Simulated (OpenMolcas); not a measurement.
**Single-point calculation, with input and output: COS (part 3 of 3)**

The same run, continued: COS, multiplicity 3; M06-2X/def2-TZVP, UKS (OpenMolcas 26.06). The geometry is that of the parent species in another charge or spin state. The geometry comes from this level: PBE0-D4/def2-TZVP.

**Log, continued**
```
   17    0.5798    0.0015          6 O1     2px    (-0.224),     9 O1     2py    ( 0.408),    11 O1     2py    (-0.359),    40 C2     2py    ( 0.218),
                                  42 C2     2py    (-0.340),    55 C2     3d2+   ( 0.236),    77 S3     2py    (-0.291),

   18    0.3282    0.0014         35 C2     1s     ( 0.324),    36 C2     1s     ( 0.599),    66 S3     1s     (-0.339),    67 S3     1s     (-0.504),
                                  72 S3     2px    (-0.422),    77 S3     2py    (-0.313),    84 S3     3d2-   ( 0.338),

   19    0.4074    0.0002         72 S3     2px    (-0.619),    81 S3     2pz    (-0.516),    82 S3     2pz    ( 1.018),

   20    0.7459    0.0002          5 O1     1s     (-1.115),     8 O1     2px    ( 0.645),    35 C2     1s     ( 0.898),    36 C2     1s     ( 0.688),

   21    0.6734    0.0001          5 O1     1s     (-0.609),    34 C2     1s     (-0.972),    35 C2     1s     ( 1.126),    72 S3     2px    ( 0.612),

   22    0.5885    0.0001          8 O1     2px    ( 0.300),    12 O1     2pz    ( 0.402),    14 O1     2pz    (-0.493),    39 C2     2px    ( 0.357),
                                  45 C2     2pz    (-0.587),    82 S3     2pz    ( 0.395),

   23    2.4136    0.0000          4 O1     1s     (-1.769),    34 C2     1s     (-1.064),    35 C2     1s     ( 2.126),    38 C2     2px    ( 1.744),
                                  41 C2     2py    ( 1.295),    44 C2     2pz    ( 1.101),

   24    5.1955    0.0000         69 S3     2px    ( 0.630),    73 S3     2py    ( 0.891),    74 S3     2py    (-1.146),

   25    5.3693    0.0000         35 C2     1s     ( 3.230),    71 S3     2px    (-1.879),

   26    8.3855    0.0000         69 S3     2px    (-1.066),    78 S3     2pz    (-0.985),    79 S3     2pz    ( 1.751),    80 S3     2pz    (-1.415),
                                  81 S3     2pz    ( 0.894),

   27    7.7289    0.0000          4 O1     1s     ( 2.194),    67 S3     1s     (-2.755),

   28    6.8878    0.0000          4 O1     1s     ( 4.210),    35 C2     1s     (-3.642),

   29    5.3538    0.0000          5 O1     1s     ( 2.419),    34 C2     1s     (-2.531),    38 C2     2px    (-2.217),    41 C2     2py    (-1.646),
                                  44 C2     2pz    (-1.400),    67 S3     1s     (-1.635),

   30   13.1010    0.0000         64 S3     1s     ( 2.008),    65 S3     1s     ( 2.939),    66 S3     1s     (-3.205),

   31    0.1100    0.0000          8 O1     2px    ( 0.299),    14 O1     2pz    (-0.491),    39 C2     2px    (-0.260),    43 C2     2pz    ( 0.316),
                                  44 C2     2pz    ( 0.297),    45 C2     2pz    ( 0.427),    80 S3     2pz    (-0.246),    81 S3     2pz    (-0.287),

   32    0.8002    0.0000         36 C2     1s     ( 3.835),    67 S3     1s     (-3.092),

   33    0.9541    0.0000          4 O1     1s     ( 1.236),     5 O1     1s     (-1.592),    35 C2     1s     ( 0.882),    38 C2     2px    (-0.921),
                                  39 C2     2px    ( 1.196),    42 C2     2py    ( 0.888),

   34    1.1700    0.0000          5 O1     1s     ( 3.552),    67 S3     1s     (-6.340),

   35    0.5327    0.0000         39 C2     2px    ( 0.804),    42 C2     2py    (-1.457),    77 S3     2py    ( 0.776),

   36    1.0673    0.0000         39 C2     2px    (-0.931),    45 C2     2pz    ( 1.531),

   37    1.6459    0.0000         11 O1     2py    ( 0.470),    71 S3     2px    (-0.479),    72 S3     2px    ( 0.505),    74 S3     2py    (-0.581),
                                  76 S3     2py    ( 0.872),    77 S3     2py    (-0.919),

   38    1.3512    0.0000          5 O1     1s     (-2.433),    35 C2     1s     ( 1.993),    36 C2     1s     ( 1.363),    38 C2     2px    (-1.331),
                                  39 C2     2px    ( 1.310),    66 S3     1s     (-1.387),

   39    0.3415    0.0000         84 S3     3d2-   ( 0.335),    86 S3     3d1-   (-0.577),    88 S3     3d0    ( 0.301),

   40    1.0380    0.0000          4 O1     1s     ( 1.160),     5 O1     1s     (-1.447),    35 C2     1s     ( 0.759),    38 C2     2px    (-0.810),
                                  39 C2     2px    ( 0.884),

   41    0.9925    0.0000         45 C2     2pz    (-0.362),    71 S3     2px    ( 0.476),    81 S3     2pz    (-0.705),    82 S3     2pz    ( 0.506),
                                  88 S3     3d0    (-0.363),

   42    0.9285    0.0000         35 C2     1s     ( 0.684),    42 C2     2py    ( 0.875),    72 S3     2px    ( 0.445),    77 S3     2py    (-0.886),
                                  92 S3     3d2+   ( 0.808),

   43    2.6423    0.0000          5 O1     1s     (-4.700),    35 C2     1s     ( 4.349),    38 C2     2px    ( 3.464),    41 C2     2py    ( 2.664),

   44    1.4396    0.0000          5 O1     1s     ( 0.595),    35 C2     1s     (-0.616),    45 C2     2pz    (-0.931),    71 S3     2px    ( 0.722),
                                  80 S3     2pz    ( 0.757),    81 S3     2pz    (-0.816),    82 S3     2pz    ( 1.156),

   45    3.3534    0.0000         36 C2     1s     ( 2.243),    67 S3     1s     (-2.085),

   46    0.8898    0.0000          8 O1     2px    (-0.842),    11 O1     2py    ( 0.889),    38 C2     2px    ( 0.680),    40 C2     2py    ( 0.461),
                                  41 C2     2py    (-0.706),    49 C2     3d1-   (-0.645),

   47    2.1015    0.0000         35 C2     1s     (-0.466),    43 C2     2pz    (-0.727),    44 C2     2pz    ( 0.625),    58 C2     4f1-   (-0.407),
                                  60 C2     4f1+   (-0.526),    67 S3     1s     ( 0.484),    97 S3     4f1+   ( 0.502),

   48    1.3227    0.0000         10 O1     2py    (-0.658),    47 C2     3d2-   ( 0.758),    55 C2     3d2+   (-1.008),

   49    1.5733    0.0000         38 C2     2px    ( 1.847),    67 S3     1s     ( 3.405),

   50    1.2380    0.0000         35 C2     1s     (-1.414),    36 C2     1s     (-0.756),    67 S3     1s     ( 1.378),

   51    2.4514    0.0000          5 O1     1s     (-1.522),    13 O1     2pz    ( 1.691),    35 C2     1s     ( 0.898),    44 C2     2pz    ( 1.035),
                                  51 C2     3d0    (-0.912),    81 S3     2pz    (-0.915),

   52    1.8960    0.0000          5 O1     1s     (-1.222),    20 O1     3d0    ( 0.775),    35 C2     1s     ( 1.255),    36 C2     1s     ( 0.852),
                                  44 C2     2pz    ( 1.111),    67 S3     1s     (-0.716),

   53    2.1054    0.0000         11 O1     2py    ( 1.259),    47 C2     3d2-   (-0.849),    55 C2     3d2+   ( 1.642),    76 S3     2py    (-1.070),
                                  92 S3     3d2+   ( 0.822),

   54    2.1522    0.0000         14 O1     2pz    (-0.782),    49 C2     3d1-   ( 0.959),    51 C2     3d0    ( 1.184),    53 C2     3d1+   ( 0.901),
                                  71 S3     2px    (-1.113),    80 S3     2pz    (-0.789),    81 S3     2pz    ( 1.326),    88 S3     3d0    ( 0.841),
                                  97 S3     4f1+   ( 0.741),

   55    1.4627    0.0000         11 O1     2py    ( 0.605),    39 C2     2px    ( 0.562),    41 C2     2py    ( 0.519),    42 C2     2py    (-0.976),
                                  76 S3     2py    (-0.771),    77 S3     2py    ( 0.690),    91 S3     3d2+   ( 0.694),    92 S3     3d2+   (-0.502),

   56    1.5730    0.0000         67 S3     1s     ( 4.825),

   57    4.8283    0.0000         36 C2     1s     (-0.773),    67 S3     1s     ( 1.161),

   58    2.5939    0.0000          7 O1     2px    (-0.824),    10 O1     2py    ( 1.618),    53 C2     3d1+   ( 0.870),    55 C2     3d2+   ( 1.548),

   59   39.7830    0.0000          3 O1     1s     (-2.334),     4 O1     1s     ( 3.928),

   60   19.8016    0.0000         33 C2     1s     (-1.598),    34 C2     1s     ( 1.722),    35 C2     1s     (-2.999),    67 S3     1s     ( 2.357),

   61    2.8260    0.0000         36 C2     1s     (-1.003),    48 C2     3d1-   (-0.808),    67 S3     1s     ( 1.534),

   62    1.9418    0.0000          4 O1     1s     (-5.117),     5 O1     1s     ( 3.845),

   63    4.9150    0.0000         35 C2     1s     (-16.57),    67 S3     1s     ( 10.58),

   64    1.9364    0.0000         24 O1     3d2+   ( 0.838),    38 C2     2px    ( 0.569),    41 C2     2py    (-0.991),

   65    5.9462    0.0000          7 O1     2px    ( 0.539),    13 O1     2pz    (-0.564),    27 O1     4f1-   (-0.495),    29 O1     4f1+   (-0.707),
                                  36 C2     1s     (-0.561),    44 C2     2pz    ( 0.914),    50 C2     3d0    ( 0.490),    60 C2     4f1+   ( 0.560),
                                  67 S3     1s     ( 0.810),    71 S3     2px    ( 0.616),

   66    2.5629    0.0000         35 C2     1s     (-12.91),    67 S3     1s     ( 6.970),

   67    2.3582    0.0000          5 O1     1s     (-1.330),     7 O1     2px    ( 1.150),    13 O1     2pz    (-1.168),    38 C2     2px    ( 0.711),
                                  44 C2     2pz    ( 1.109),    49 C2     3d1-   ( 0.970),    51 C2     3d0    ( 1.238),    53 C2     3d1+   ( 1.058),
                                  86 S3     3d1-   ( 0.740),    88 S3     3d0    ( 0.728),

   68    1.3371    0.0000         38 C2     2px    (-0.738),    40 C2     2py    (-0.664),    41 C2     2py    ( 1.158),    92 S3     3d2+   ( 0.871),

   69    6.1249    0.0000          3 O1     1s     ( 1.333),     4 O1     1s     (-1.838),    34 C2     1s     ( 1.737),    36 C2     1s     (-1.347),
                                  67 S3     1s     ( 2.520),

   70    2.5869    0.0000         36 C2     1s     ( 0.653),    60 C2     4f1+   (-0.512),    67 S3     1s     (-0.961),

   71    4.8490    0.0000         35 C2     1s     (-2.010),    67 S3     1s     ( 3.841),

   72    1.4949    0.0000          5 O1     1s     ( 4.384),    38 C2     2px    (-2.239),    67 S3     1s     (-3.816),

   73    3.4863    0.0000          7 O1     2px    ( 0.731),    13 O1     2pz    (-0.957),    20 O1     3d0    ( 0.823),    44 C2     2pz    ( 1.429),
                                  60 C2     4f1+   ( 0.836),

   74    1.4323    0.0000          5 O1     1s     ( 2.555),    35 C2     1s     ( 1.968),    67 S3     1s     (-3.648),

   75    1.5395    0.0000          5 O1     1s     (-8.263),    35 C2     1s     ( 7.577),    38 C2     2px    ( 5.273),

   76    6.5912    0.0000         13 O1     2pz    (-0.752),    17 O1     3d1-   (-0.466),    18 O1     3d1-   ( 0.599),    19 O1     3d0    (-0.704),
                                  20 O1     3d0    ( 0.904),    22 O1     3d1+   ( 0.510),    24 O1     3d2+   (-0.481),    29 O1     4f1+   (-0.487),
                                  44 C2     2pz    ( 0.561),    51 C2     3d0    ( 0.643),

   77    1.5859    0.0000         94 S3     4f2-   ( 0.538),    95 S3     4f1-   (-0.522),    96 S3     4f0    ( 0.408),    99 S3     4f3+   ( 0.306),

   78    3.1679    0.0000          7 O1     2px    ( 0.525),    10 O1     2py    (-0.975),    54 C2     3d2+   (-0.598),    55 C2     3d2+   (-0.725),
                                  76 S3     2py    ( 0.782),    92 S3     3d2+   (-0.691),    98 S3     4f2+   (-0.492),    99 S3     4f3+   (-0.610),

   79    2.4549    0.0000          5 O1     1s     ( 3.775),    35 C2     1s     (-5.260),

   80    1.5737    0.0000         35 C2     1s     (-0.823),    67 S3     1s     ( 0.751),    70 S3     2px    ( 0.719),    80 S3     2pz    (-1.221),
                                  81 S3     2pz    ( 1.292),

   81    6.3448    0.0000         10 O1     2py    ( 0.676),    23 O1     3d2+   ( 0.502),    30 O1     4f2+   (-0.612),    31 O1     4f3+   (-0.733),
                                  38 C2     2px    ( 0.426),    41 C2     2py    (-0.753),    54 C2     3d2+   ( 0.568),    61 C2     4f2+   ( 0.570),
                                  62 C2     4f3+   ( 0.683),    76 S3     2py    ( 0.447),

   82    5.7172    0.0000          4 O1     1s     (-1.871),     5 O1     1s     (-1.380),     7 O1     2px    ( 1.265),    34 C2     1s     ( 0.936),
                                  38 C2     2px    ( 1.619),    41 C2     2py    ( 1.223),    44 C2     2pz    ( 1.045),    67 S3     1s     ( 1.845),

   83    4.6392    0.0000          3 O1     1s     ( 2.443),     4 O1     1s     (-4.030),     5 O1     1s     ( 2.743),

   84    5.1033    0.0000         26 O1     4f2-   ( 0.564),    27 O1     4f1-   (-0.560),    28 O1     4f0    ( 0.421),    31 O1     4f3+   ( 0.344),
                                  36 C2     1s     ( 0.320),    67 S3     1s     (-0.517),

   85    2.6317    0.0000         35 C2     1s     ( 0.480),    57 C2     4f2-   (-0.569),    58 C2     4f1-   ( 0.549),    59 C2     4f0    (-0.421),
                                  62 C2     4f3+   (-0.326),

   86    4.1743    0.0000         70 S3     2px    (-1.258),    74 S3     2py    (-1.307),    75 S3     2py    ( 2.283),    76 S3     2py    (-1.921),

   87    6.7242    0.0000         10 O1     2py    ( 0.848),    22 O1     3d1+   ( 0.561),    23 O1     3d2+   (-0.813),    24 O1     3d2+   ( 1.098),
                                  55 C2     3d2+   ( 0.683),

   88    3.7921    0.0000         10 O1     2py    (-1.168),    24 O1     3d2+   (-0.922),    38 C2     2px    (-0.878),    41 C2     2py    ( 1.272),
                                  61 C2     4f2+   (-0.973),    62 C2     4f3+   (-1.165),

   89    2.9407    0.0000          4 O1     1s     ( 3.783),    35 C2     1s     (-4.154),

   90    3.4815    0.0000          5 O1     1s     (-3.469),    38 C2     2px    ( 3.396),    67 S3     1s     ( 5.124),

   91    1.5138    0.0000         16 O1     3d2-   ( 0.320),    18 O1     3d1-   (-0.546),    20 O1     3d0    ( 0.285),    99 S3     4f3+   ( 0.285),

--

++    Molecular properties:
      ---------------------

      Charge (e):
                      =   -0.0000
      Dipole Moment (debye):
      Origin of the operator (angstrom)=   -0.2779   -0.2063   -0.1754
                   X= -1.2860E+00               Y= -9.5458E-01               Z= -8.1198E-01           Total=  1.7956E+00
      Quadrupole Moment (debye*angstrom):
      Origin of the operator (angstrom)=   -0.2779   -0.2063   -0.1754
                  XX= -2.4330E+01              XY= -1.1375E+00              XZ= -7.4143E-01              YY= -2.3512E+01
                  YZ= -7.0289E-01              ZZ= -2.3642E+01
      In traceless form (debye*angstrom)
                  XX= -7.5295E-01              XY= -1.7062E+00              XZ= -1.1121E+00              YY=  4.7377E-01
                  YZ= -1.0543E+00              ZZ=  2.7918E-01
--

--- Stop Module: scf /rc=_RC_ALL_IS_WELL_ ---
--- Module scf spent 1 minute 3 seconds ---

.##################.
.# Happy landing! #.
.##################.

    Timing: Wall=66.40 User=61.86 System=4.51
```

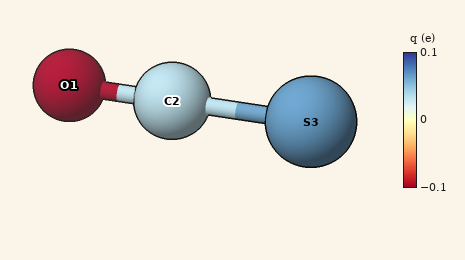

**Figure 1.** Mulliken charges, as the colour of each atom (ball-and-stick view, seen at a tilt; atoms are numbered from 1 in the order of the input). By element: O −0.10, C +0.03 and S +0.06 e.

This output came from the following input.

**The input**
```
&gateway
  baslib=$CurrDir
  coord
  3
  bohr
  O      1.74230859     1.29334746     1.10010406
  C      0.18281211     0.13568234     0.11542447
  S     -1.92510180    -1.42902979    -1.21552854
  basis=def2-TZVP
  group=NoSym

&seward
  gridinput
  Grid=UltraFine
  End of Grid

&scf
  uhf
  spin=3
  ksdft=M062X
  thresholds=1e-10 1e-07 1e-07 1e-05
  prorbitals=1 2
```

Run as:
```bash
export MOLCAS_MEM=1860
pymolcas run.input > run.log
```

**Key numbers**

- outcome: converged
- total energy: −511.348856 hartree
- basis functions: 99
- ⟨S²⟩: 2.007
- dipole moment: 1.80 debye
- hardware: 1 thread of Arm Neoverse V1, 24 GiB of memory available, shared host
- wall time: 67 s
- peak memory: 0.55 GiB
